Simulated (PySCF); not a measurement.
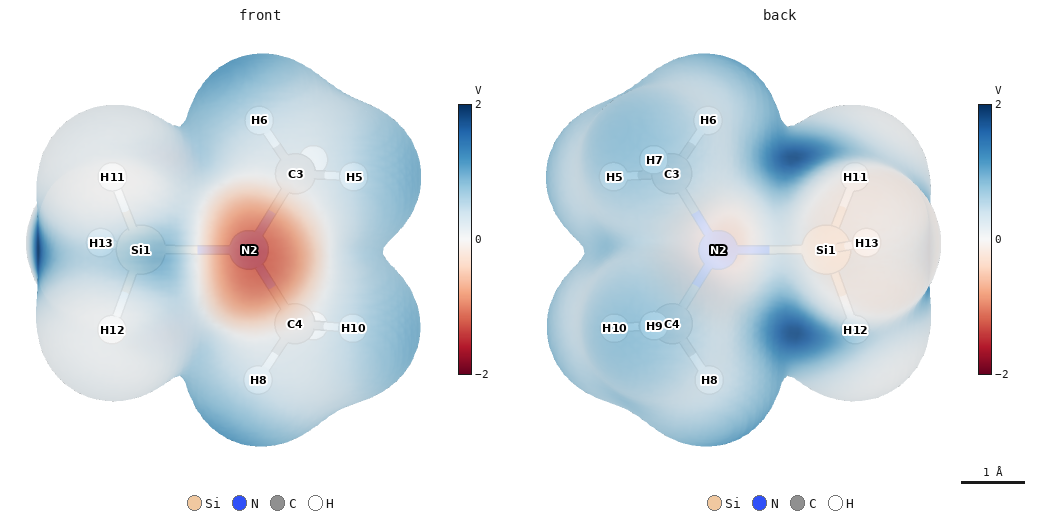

Figure. C₂H₉NSi (Si(NMe2)H3). The molecular electrostatic potential painted on the density surface at 0.004 e/bohr³, seen from the front and from behind; red is negative and blue positive.

Geometry: PBE0-D3(BJ)/def2-SVP.

Theory: PBE0/pcSseg-1, SCF density, gas phase, non-relativistic (PySCF).

Input

```
{"job": {"kind": "nmr", "xc": "PBE0", "basis": "pcSseg-1"}, "charge": 0, "multiplicity": 1}
Si    -0.028186    -0.052939    -1.641556
N      0.094137     0.157391     0.076755
C      1.081843    -0.556041     0.845626
C     -1.028591     0.627969     0.847243
H      1.441081     0.063213     1.688550
H      1.955846    -0.802208     0.223147
H      0.699804    -1.504495     1.277244
H     -1.700426     1.237640     0.223648
H     -1.632675    -0.192649     1.287123
H     -0.687725     1.265370     1.684362
H      1.357525    -0.107959    -2.198275
H     -0.781961     1.111885    -2.197077
H     -0.740032    -1.299285    -2.094579
```

Command:

```sh
OMP_NUM_THREADS=1 python probes_run.py task.json out
```

> Describe the electrostatic potential map.

The most negative region (about −1.2 V) lies over N2, the most positive (about +1.7 V) over Si1. N2 is the likeliest acceptor of a hydrogen bond.
